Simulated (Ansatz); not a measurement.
# CHSi (doublet): correlated methods under varied settings at distance Si1–C2 = 2.356 Å

Aim: run CHSi (doublet) at one geometry under a spread of methods and options, and see what each costs and gives.

Method: the settings change from run to run; program: Ansatz 0.2.0, Gaussian basis.

33 further runs of the same task are left out: 8 for a known fault of the program, 23 that didn't finish, 2 set aside as unsound or not needed.

### 1 What is computed

The geometry derives from a PBE0/def2-TZVP stationary point (not a proven minimum). One bond is set to the value named and the two fragments are kept rigid.

3 atoms, charge 0, spin multiplicity 2.

Atoms are counted from 1 here; the program's logs count them from 0.

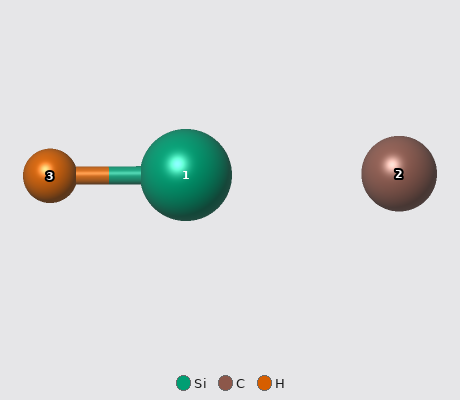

The geometry (silicon teal, carbon brown, hydrogen orange); atoms are numbered from 1 in the order of the file.

### 2 HF/def2-SVPD

in.yaml

```yaml
crystal:
  periodic: [false, false, false]
  atoms:
    - {symbol: Si, position_ang: [0.000000, 0.000000, 0.285489]}
    - {symbol: C, position_ang: [0.000000, 0.000000, -2.070511]}
    - {symbol: H, position_ang: [0.000000, 0.000000, 1.785022]}
basis:
  gaussian: {orbitals: def2-SVPD}
magnetization: {spin_polarized: true, initial_magnetization: 1}
hamiltonian: {xc: hf, pseudopotentials: {relativity: none}}
accuracy: high
output: {forces: true, orbitals: {seedname: orbitals}}
```

Command:

```
$ ansatz run in.yaml --threads 1 --pin off --events-out ev --progress --plain --max-ram 2393MiB
```

The log of the run, shortened:

```text
Functional definition: HF
  name "HF"
  cite "Fock, Z. Phys. 61, 126 (1930) doi:10.1007/BF01340294"
  parent pbe
[...]
913 factors; integrals over basis functions are off by at most 3.6e-9 eV
[...]
mean field -8897.87755301 eV, -326.9909688751 hartree, gradient 2.3e-8 eV, S^2 1.853736; 12 other end points of the search recorded, 0 dependent functions left out
[...]
reference -8897.87755301 eV, -326.9909688751 hartree; 11, 10 occupied and 41, 42 virtual orbitals, 913 factors
Total energy: -8897.87755301 eV, -326.9909688751 hartree
Atom 0 at     0.000000     0.000000     0.285489 Å, force     0.000000     0.000000    -1.159820 eV/Å
Atom 1 at     0.000000     0.000000    -2.070511 Å, force    -0.000000     0.000000     0.937493 eV/Å
Atom 2 at     0.000000     0.000000     1.785022 Å, force    -0.000000     0.000000     0.222326 eV/Å
Dipole moment:     0.000000    -0.000000     0.550664 e Å
```

Wall time 4.2 s (1 thread of Arm Neoverse V1, shared host).

From the report: ⟨S²⟩ of the determinant 1.854 (pure doublet: 0.75). The determinant is far from a pure spin state, so its energy mixes those of several spin states (harmless only where they are near-degenerate, as at dissociation).

### 3 MP2 on ROHF/6-31++G**

in.yaml

```yaml
crystal:
  periodic: [false, false, false]
  atoms:
    - {symbol: Si, position_ang: [0.000000, 0.000000, 0.285489]}
    - {symbol: C, position_ang: [0.000000, 0.000000, -2.070511]}
    - {symbol: H, position_ang: [0.000000, 0.000000, 1.785022]}
basis:
  gaussian: {orbitals: "6-31++G**"}
magnetization: {spin_polarized: false, initial_magnetization: 1}
correlation: {method: mp2, electrons: outside_noble_gas}
accuracy: high
output: {forces: true}
```

The command is unchanged.

The log of the run, shortened:

```text
Functional definition: HF
  name "HF"
  cite "Fock, Z. Phys. 61, 126 (1930) doi:10.1007/BF01340294"
  parent pbe
[...]
826 factors; integrals over basis functions are off by at most 3.7e-9 eV
[...]
mean field -8898.85524079 eV, -327.0268982384 hartree, gradient 1.8e-8 eV, S^2 0.750000; 10 other end points of the search recorded, 0 dependent functions left out
[...]
unrestricted determinant -8900.94879415 eV, -327.1038349052 hartree, S^2 1.8160
6 core orbitals not correlated: weight in the atoms' cores, before any rotation towards them, 1.000 or more for the frozen orbitals, at most 0.000 for the correlated occupied ones
reference -8898.85524079 eV, -327.0268982384 hartree; 5, 4 occupied and 37, 38 virtual orbitals, 826 factors
second order -5.35663794 eV of doubles, -0.06853366 eV of singles
[...]
Total energy: -8904.28041240 eV, -327.2262696175 hartree
Atom 0 at     0.000000     0.000000     0.285489 Å, force    -0.000000     0.000000    -3.722177 eV/Å
Atom 1 at     0.000000     0.000000    -2.070511 Å, force    -0.000000     0.000000     3.597986 eV/Å
Atom 2 at     0.000000     0.000000     1.785022 Å, force     0.000000    -0.000000     0.124191 eV/Å
Dipole moment:    -0.000000     0.000000     0.850713 e Å
```

Wall time 3 s (1 thread of Arm Neoverse V1, shared host).

### 4 BCCD on UHF/6-31G*

in.yaml

```yaml
crystal:
  periodic: [false, false, false]
  atoms:
    - {symbol: Si, position_ang: [0.000000, 0.000000, 0.285489]}
    - {symbol: C, position_ang: [0.000000, 0.000000, -2.070511]}
    - {symbol: H, position_ang: [0.000000, 0.000000, 1.785022]}
basis:
  gaussian: {orbitals: "6-31G*"}
magnetization: {spin_polarized: true, initial_magnetization: 1}
correlation: {method: bccd, electrons: outside_noble_gas}
```

Same command.

The log of the run, shortened:

```text
Functional definition: HF
  name "HF"
  cite "Fock, Z. Phys. 61, 126 (1930) doi:10.1007/BF01340294"
  parent pbe
[...]
341 factors; integrals over basis functions are off by at most 8.6e-4 eV
[...]
mean field -8900.76189634 eV, -327.0969665376 hartree, gradient 2.5e-6 eV, S^2 1.809347; 32 other end points of the search recorded, 0 dependent functions left out
determinant -8900.76189634 eV, -327.0969665376 hartree, with singles and doubles -8905.23026794 eV, -327.2611761648 hartree
determinant -8900.40874100 eV, -327.0839883180 hartree, with singles and doubles -8904.89365494 eV, -327.2488058653 hartree
determinant -8900.08517859 eV, -327.0720976187 hartree, with singles and doubles -8904.96641485 eV, -327.2514797426 hartree
determinant -8899.74385386 eV, -327.0595541662 hartree, with singles and doubles -8904.26576687 eV, -327.2257314045 hartree
[...]
determinant -8900.08517859 eV, -327.0720976187 hartree, with singles and doubles -8905.08033108 eV, -327.2556660871 hartree
determinant -8898.65118831 eV, -327.0193994480 hartree, with singles and doubles -8904.99292151 eV, -327.2524538444 hartree
determinant -8898.05242432 eV, -326.9973952773 hartree, with singles and doubles -8905.01627312 eV, -327.2533120004 hartree
6 core orbitals not correlated: weight in the atoms' cores, before any rotation towards them, 1.000 or more for the frozen orbitals, at most 0.000 for the correlated occupied ones
reference -8900.76189634 eV, -327.0969665376 hartree; 5, 4 occupied and 25, 26 virtual orbitals, 341 factors
second order -3.30430201 eV of doubles, -0.00000000 eV of singles
cycle   1  -4.47749549 eV  change    3.7e-2 eV  update   5.2e-2
[...]
cycle  20  -4.43401735 eV  change   -7.5e-6 eV  update   4.9e-6
WARN: the results are in doubt because among natural orbitals full CI differs from the method by -0.187 eV
Total energy: -8905.19591369 eV, -327.2599136695 hartree
In doubt: among natural orbitals full CI differs from the method by -0.187 eV
```

Run time: 9.5 s. Hardware: 1 thread of Arm Neoverse V1, shared host.

From the report: ⟨S²⟩ of the determinant 1.809 (pure doublet: 0.75); correlation -4.4340 eV; largest double amplitude 0.16. The determinant is far from a pure spin state, so its energy mixes those of several spin states (harmless only where they are near-degenerate, as at dissociation). Mind the lines of doubt at the end of the log.

### 5 CASCI(7,6)/6-31G

in.yaml

```yaml
crystal:
  periodic: [false, false, false]
  atoms:
    - {symbol: Si, position_ang: [0.000000, 0.000000, 0.285489]}
    - {symbol: C, position_ang: [0.000000, 0.000000, -2.070511]}
    - {symbol: H, position_ang: [0.000000, 0.000000, 1.785022]}
basis:
  gaussian: {orbitals: 6-31G}
magnetization: {spin_polarized: false, initial_magnetization: 1}
correlation: {active_space: {window: {electrons: 7, orbitals: 6}, fixed_orbitals: true}}
scf: {lower_state_search: light}
output: {forces: true}
```

The command is unchanged.

The log of the run, shortened:

```text
Functional definition: HF
  name "HF"
  cite "Fock, Z. Phys. 61, 126 (1930) doi:10.1007/BF01340294"
  parent pbe
[...]
299 factors; integrals over basis functions are off by at most 2.0e-4 eV
[...]
mean field -8898.21189615 eV, -327.0032557588 hartree, gradient 1.8e-6 eV, S^2 0.750000; 12 other end points of the search recorded, 0 dependent functions left out
reference -8898.21189615 eV, -327.0032557588 hartree; 11, 10 occupied and 13, 14 virtual orbitals, 299 factors
state -8899.87227562 eV, -327.0642735791 hartree
[...]
Total energy: -8899.87227562 eV, -327.0642735791 hartree
Atom 0 at     0.000000     0.000000     0.285489 Å, force     0.000000     0.000000    -1.932703 eV/Å
Atom 1 at     0.000000     0.000000    -2.070511 Å, force    -0.000000     0.000000     0.998950 eV/Å
Atom 2 at     0.000000     0.000000     1.785022 Å, force    -0.000000    -0.000000     0.933753 eV/Å
Dipole moment:    -0.000000    -0.000000     0.787778 e Å
```

Run time: 0.54 s. Hardware: 1 thread of Arm Neoverse V1, shared host.

From the report: 76 determinants; active occupations 2.00, 1.99, 1.63, 0.98, 0.37, 0.03.

### 6 MRCISD+Q(1,6)/6-31G

in.yaml: that of step 5 with these lines changed.

```diff
@@ -9,4 +9,2 @@
 magnetization: {spin_polarized: false, initial_magnetization: 1}
-correlation: {active_space: {window: {electrons: 7, orbitals: 6}, fixed_orbitals: true}}
-scf: {lower_state_search: light}
-output: {forces: true}
+correlation: {method: fic_mrcisd_q, electrons: outside_noble_gas, active_space: {window: {electrons: 1, orbitals: 6}, states: [{multiplicity: 2, weights: [1, 0.5]}]}}
```

Same command.

The log of the run, shortened:

```text
Functional definition: HF
  name "HF"
  cite "Fock, Z. Phys. 61, 126 (1930) doi:10.1007/BF01340294"
  parent pbe
[...]
503 factors; integrals over basis functions are off by at most 4.9e-8 eV
[...]
mean field -8898.21195838 eV, -327.0032580458 hartree, gradient 1.8e-6 eV, S^2 0.750000; 12 other end points of the search recorded, 0 dependent functions left out
reference -8898.21195838 eV, -327.0032580458 hartree; 11, 10 occupied and 13, 14 virtual orbitals, 503 factors
state -8898.12756047 eV, -327.0001564798 hartree
state -8897.32386560 eV, -326.9706212380 hartree
contracted CI cycle   1: correlation 0.00000000 eV, 0.0000000000 hartree, residual 1.11e1 eV
contracted CI cycle   2: correlation -3.07514179 eV, -0.1130093762 hartree, residual 3.21e0 eV
contracted CI cycle   3: correlation -3.53204757 eV, -0.1298003541 hartree, residual 1.99e0 eV
contracted CI cycle   4: correlation -3.71203229 eV, -0.1364146704 hartree, residual 1.22e0 eV
[...]
contracted CI cycle  14: correlation -3.61004784 eV, -0.1326668112 hartree, residual 1.68e-2 eV
contracted CI cycle  15: correlation -3.61005842 eV, -0.1326672001 hartree, residual 9.72e-3 eV
contracted CI cycle  16: correlation -3.61006114 eV, -0.1326672998 hartree, residual 4.61e-3 eV
contracted CI cycle  17: correlation -3.61006178 eV, -0.1326673233 hartree, residual 2.09e-3 eV
contracted CI cycle  18: correlation -3.61006191 eV, -0.1326673283 hartree, residual 9.02e-4 eV
state -8896.79670018 eV, -326.9512482661 hartree; corrected -8901.05678089 eV, -327.1078033449 hartree
state -8898.12756047 eV, -327.0001564798 hartree; corrected -8903.25658101 eV, -327.1886445080 hartree
state -8897.32386560 eV, -326.9706212380 hartree; corrected -8901.05093797 eV, -327.1075886215 hartree
the orbitals are reached from a further start. From the first start the search ends at -8897.71601876 eV, -326.9850326010 hartree
WARN: 4 active orbitals are nearly empty or full. The corrections depend on them more than the energy does, and are more stable in an active space without them
Total energy: -8902.52136666 eV, -327.1616258792 hartree
```

Wall time 3.3 s (1 thread of Arm Neoverse V1, shared host).

From the report: 2 determinants; active occupations (of the averaged states) 0.67, 0.33, 0.00, 0.00, 0.00, 0.00. The report marks this result as in doubt.

### 7 CASSCF(5,6)/def2-mTZVP

in.yaml

```yaml
crystal:
  periodic: [false, false, false]
  atoms:
    - {symbol: Si, position_ang: [0.000000, 0.000000, 0.285489]}
    - {symbol: C, position_ang: [0.000000, 0.000000, -2.070511]}
    - {symbol: H, position_ang: [0.000000, 0.000000, 1.785022]}
basis:
  gaussian: {orbitals: def2-mTZVP}
magnetization: {spin_polarized: false, initial_magnetization: 1}
hamiltonian: {pseudopotentials: {relativity: scalar}}
correlation: {active_space: {window: {electrons: 5, orbitals: 6}}}
output: {forces: true}
```

Launched as before.

The log of the run, shortened:

```text
Functional definition: HF
  name "HF"
  cite "Fock, Z. Phys. 61, 126 (1930) doi:10.1007/BF01340294"
  parent pbe
[...]
391 factors; integrals over basis functions are off by at most 7.7e-4 eV
[...]
mean field -8914.63458206 eV, -327.6067783343 hartree, gradient 3.4e-6 eV, S^2 0.750000; 16 other end points of the search recorded, 0 dependent functions left out
reference -8914.63458206 eV, -327.6067783343 hartree; 11, 10 occupied and 33, 34 virtual orbitals, 391 factors
state -8917.74295036 eV, -327.7210087624 hartree
[...]
Total energy: -8917.74295036 eV, -327.7210087624 hartree
Relativity: scalar
Atom 0 at     0.000000     0.000000     0.285489 Å, force     0.000000    -0.000000    -2.827845 eV/Å
Atom 1 at     0.000000     0.000000    -2.070511 Å, force     0.000000     0.000000     3.030354 eV/Å
Atom 2 at     0.000000     0.000000     1.785022 Å, force    -0.000000     0.000000    -0.202510 eV/Å
Dipole moment:    -0.000000     0.000000     0.489236 e Å
```

It took 3 s on 1 thread of Arm Neoverse V1, shared host.

From the report: 300 determinants; active occupations 1.88, 1.66, 0.94, 0.33, 0.10, 0.08.

### 8 CCSDT(Q) on UHF/6-31G

in.yaml

```yaml
crystal:
  periodic: [false, false, false]
  atoms:
    - {symbol: Si, position_ang: [0.000000, 0.000000, 0.285489]}
    - {symbol: C, position_ang: [0.000000, 0.000000, -2.070511]}
    - {symbol: H, position_ang: [0.000000, 0.000000, 1.785022]}
basis:
  gaussian: {orbitals: 6-31G}
magnetization: {spin_polarized: true, initial_magnetization: 1}
correlation: {method: ccsdt_q, electrons: outside_noble_gas}
scf: {omitted_lower_state_checks: [cluster_reference]}
output: {forces: true}
```

Same command.

The log of the run, shortened:

```text
Functional definition: HF
  name "HF"
  cite "Fock, Z. Phys. 61, 126 (1930) doi:10.1007/BF01340294"
  parent pbe
[...]
503 factors; integrals over basis functions are off by at most 4.9e-8 eV
[...]
mean field -8900.17616439 eV, -327.0754412853 hartree, gradient 2.6e-6 eV, S^2 1.761216; 20 other end points of the search recorded, 0 dependent functions left out
6 core orbitals not correlated: weight in the atoms' cores, before any rotation towards them, 1.000 or more for the frozen orbitals, at most 0.000 for the correlated occupied ones
reference -8900.17616439 eV, -327.0754412853 hartree; 5, 4 occupied and 13, 14 virtual orbitals, 503 factors
second order -1.83545866 eV of doubles, -0.00000000 eV of singles
cycle   1  -2.29921517 eV  change   -4.6e-1 eV  update   9.1e-2
[...]
cycle  45  -3.27595604 eV  change   -1.9e-7 eV  update   2.2e-7
perturbative correction -0.05100846 eV, -0.0018745264 hartree
[...]
Total energy: -8903.50312890 eV, -327.1977049758 hartree
Atom 0 at     0.000000     0.000000     0.285489 Å, force    -0.000000     0.000000    -3.776494 eV/Å
Atom 1 at     0.000000     0.000000    -2.070511 Å, force    -0.000000     0.000000     2.915761 eV/Å
Atom 2 at     0.000000     0.000000     1.785022 Å, force     0.000000    -0.000000     0.860734 eV/Å
Dipole moment:    -0.000000     0.000000     0.375800 e Å
Checks for a lower state left out: cluster_reference
```

Run time: 17 s. Hardware: 1 thread of Arm Neoverse V1, shared host.

From the report: ⟨S²⟩ of the determinant 1.761 (pure doublet: 0.75); correlation -3.3270 eV; T1 0.124; largest double amplitude 0.40. The determinant is far from a pure spin state, so its energy mixes those of several spin states (harmless only where they are near-degenerate, as at dissociation).

### 9 CASCI(7,5)/6-31G

in.yaml

```yaml
crystal:
  periodic: [false, false, false]
  atoms:
    - {symbol: Si, position_ang: [0.000000, 0.000000, 0.285489]}
    - {symbol: C, position_ang: [0.000000, 0.000000, -2.070511]}
    - {symbol: H, position_ang: [0.000000, 0.000000, 1.785022]}
basis:
  gaussian: {orbitals: 6-31G}
magnetization: {spin_polarized: false, initial_magnetization: 1}
correlation: {active_space: {window: {electrons: 7, orbitals: 5}, fixed_orbitals: true}}
accuracy: high
```

Launched as before.

The log of the run:

```text
Functional definition: HF
  name "HF"
  cite "Fock, Z. Phys. 61, 126 (1930) doi:10.1007/BF01340294"
  parent pbe
  exchange = exact_x
  correlation = 0
516 factors; integrals over basis functions are off by at most 3.6e-9 eV
mean field evaluation 1: about -8897.1205 eV, gradient 6.2e0 eV
mean field evaluation 2: about -8897.1213 eV, gradient 6.2e0 eV
mean field evaluation 4: about -8897.4866 eV, gradient 2.5e0 eV
mean field evaluation 8: about -8897.5178 eV, gradient 2.7e0 eV
mean field evaluation 16: about -8898.2120 eV, gradient 3.0e-5 eV
mean field evaluation 32: about -8898.1313 eV, gradient 6.1e-8 eV
mean field evaluation 64: about -8897.3973 eV, gradient 5.6e0 eV
mean field evaluation 96: about -8897.3388 eV, gradient 6.4e-5 eV
mean field evaluation 128: about -8898.0469 eV, gradient 2.4e0 eV
mean field -8898.21195840 eV, -327.0032580464 hartree, gradient 1.9e-8 eV, S^2 0.750000; 12 other end points of the search recorded, 0 dependent functions left out
reference -8898.21195840 eV, -327.0032580464 hartree; 11, 10 occupied and 13, 14 virtual orbitals, 516 factors
state -8898.83655989 eV, -327.0262117280 hartree
Total energy: -8898.83655989 eV, -327.0262117280 hartree
```

Wall time 0.66 s (1 thread of Arm Neoverse V1, shared host).

From the report: 10 determinants; active occupations 2.00, 2.00, 1.63, 1.00, 0.38.

### 10 BCCD(T) on ROHF/def2-SVP

in.yaml: that of step 9 with these lines changed.

```diff
@@ -7,5 +7,4 @@
 basis:
-  gaussian: {orbitals: 6-31G}
+  gaussian: {orbitals: def2-SVP}
 magnetization: {spin_polarized: false, initial_magnetization: 1}
-correlation: {active_space: {window: {electrons: 7, orbitals: 5}, fixed_orbitals: true}}
-accuracy: high
+correlation: {method: bccd_t, electrons: outside_noble_gas}
```

Launched as before.

The log of the run, shortened:

```text
Functional definition: HF
  name "HF"
  cite "Fock, Z. Phys. 61, 126 (1930) doi:10.1007/BF01340294"
  parent pbe
[...]
363 factors; integrals over basis functions are off by at most 1.3e-3 eV
[...]
mean field -8895.57068252 eV, -326.9061929481 hartree, gradient 2.7e-6 eV, S^2 0.750000; 20 other end points of the search recorded, 0 dependent functions left out
[...]
determinant -8895.57068252 eV, -326.9061929481 hartree, with singles and doubles -8902.04502139 eV, -327.1441205132 hartree
determinant -8895.56466209 eV, -326.9059717015 hartree, with singles and doubles -8902.30547160 eV, -327.1536918818 hartree
determinant -8895.00866828 eV, -326.8855393058 hartree, with singles and doubles -8902.22525442 eV, -327.1507439548 hartree
determinant -8894.81232506 eV, -326.8783238256 hartree, with singles and doubles -8900.32807950 eV, -327.0810240626 hartree
[...]
determinant -8895.56466209 eV, -326.9059717015 hartree, with singles and doubles -8902.37733776 eV, -327.1563329146 hartree
determinant -8895.00866828 eV, -326.8855393058 hartree, with singles and doubles -8902.27634179 eV, -327.1526213812 hartree
unrestricted determinant -8897.77231163 eV, -326.9871013258 hartree, S^2 1.8505
6 core orbitals not correlated: weight in the atoms' cores, before any rotation towards them, 1.000 or more for the frozen orbitals, at most 0.000 for the correlated occupied ones
reference -8895.00866828 eV, -326.8855393058 hartree; 5, 4 occupied and 26, 27 virtual orbitals, 363 factors
second order -6.22279219 eV of doubles, -0.02609895 eV of singles
cycle   1  -6.77482729 eV  change    4.9e-1 eV  update   1.5e-1
[...]
cycle  30  -7.46682854 eV  change    2.1e-7 eV  update   2.1e-6
perturbative correction -0.34511545 eV, -0.0126827588 hartree
WARN: the results are in doubt because among natural orbitals full CI differs from the method by -0.129 eV
Total energy: -8902.82061226 eV, -327.1726229521 hartree
In doubt: among natural orbitals full CI differs from the method by -0.129 eV
```

It took 9 s on 1 thread of Arm Neoverse V1, shared host.

From the report: correlation -7.8119 eV; largest double amplitude 0.15. The program marks this result as in doubt; its last lines say why.

### 11 The runs in one table

Where basis and cores are those of an earlier FCI/6-31G run (-8903.5463 eV), and the state is the same kind, the miss against it is given. † marks a result that the program doubts.

| level | correlated | functions | energy (eV) | from FCI (meV) | time |
| --- | --- | --- | --- | --- | --- |
| HF/def2-SVPD |  | 52 | -8897.8776 |  | 4.2 s |
| MP2 on ROHF/6-31++G** | outside noble gas | 48 | -8904.2804 |  | 3 s |
| BCCD on UHF/6-31G* † | outside noble gas | 36 | -8905.1959 |  | 9.5 s |
| CASCI(7,6)/6-31G |  | 24 | -8899.8723 | 3674.1 | 0.54 s |
| MRCISD+Q(1,6)/6-31G (mean of several states) † | outside noble gas | 24 | -8902.5214 |  | 3.3 s |
| CASSCF(5,6)/def2-mTZVP (relativity set) |  | 44 | -8917.7430 |  | 3 s |
| CCSDT(Q) on UHF/6-31G | outside noble gas | 24 | -8903.5031 | 43.2 | 17 s |
| CASCI(7,5)/6-31G |  | 24 | -8898.8366 | 4709.8 | 0.66 s |
| BCCD(T) on ROHF/def2-SVP † | outside noble gas | 37 | -8902.8206 |  | 9 s |

### 12 Results

```
quantity                        value
    runs                            9
quickest     CASCI(7,6)/6-31G, 0.54 s
 slowest  CCSDT(Q) on UHF/6-31G, 17 s
```

**Reading.** Total energies in different bases, with other cores or another treatment of relativity can't be set against each other. CCSDT(Q) on UHF/6-31G took 31 times as long as CASCI(7,6)/6-31G; the jobs differ in more than the method. Hartree-Fock, CASSCF and CASCI lack dynamic correlation by design.
